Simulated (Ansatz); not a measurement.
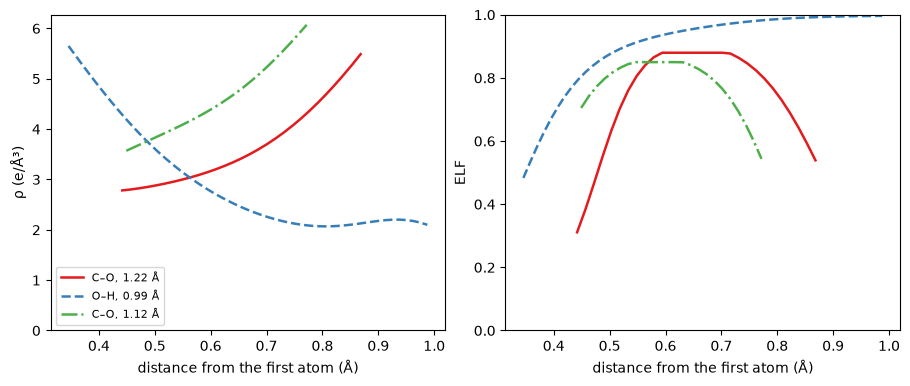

Figure 1: CHO₂ (SMILES O=[C+]O) (charge +1). Total electron density and ELF along straight lines between neighbouring atoms. The curves leave out the atomic cores.

Geometry: B3LYP-D3(BJ)/6-311G**.

Method: isolated molecule in a Gaussian basis; Kohn-Sham density functional theory, functional PBE0 in Ansatz 0.2.0.

Q: What kind of bonding do the profiles show?

A: C–O (1.22 Å): the density is about 3.2 e/Å³ at the midpoint; the ELF peaks at about 0.90 between the atoms: a short, multiple covalent bond.
O–H (0.99 Å): ρ is about 3.7 e/Å³ halfway; the ELF climbs to about 1 towards the hydrogen, as it does in any bond to H (an ordinary covalent bond to hydrogen).
C–O (1.12 Å): the density is about 4.2 e/Å³ at the midpoint; the ELF peaks at about 0.85 between the atoms (a multiple bond).
